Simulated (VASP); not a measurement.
Band structure of CoGa (CsCl type). Level of theory: PBE GGA, VASP's PBE PAW potentials (set 64) (plane waves; VASP).

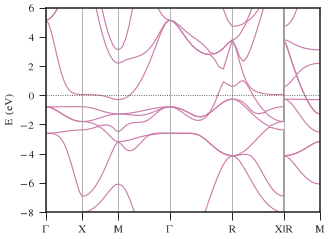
Figure. Bands along high-symmetry lines, zero at the valence-band maximum or, without a gap, the Fermi level

**Question.** Read the plot: is there a gap, and where are the band edges?

**Answer.** It has no gap at this level: it comes out as a metal or semimetal. (Edges off the drawn lines would not show.)

The compound is CoGa in the CsCl type structure. It was relaxed first. The run is not spin-polarised, so no magnetic state was tried.
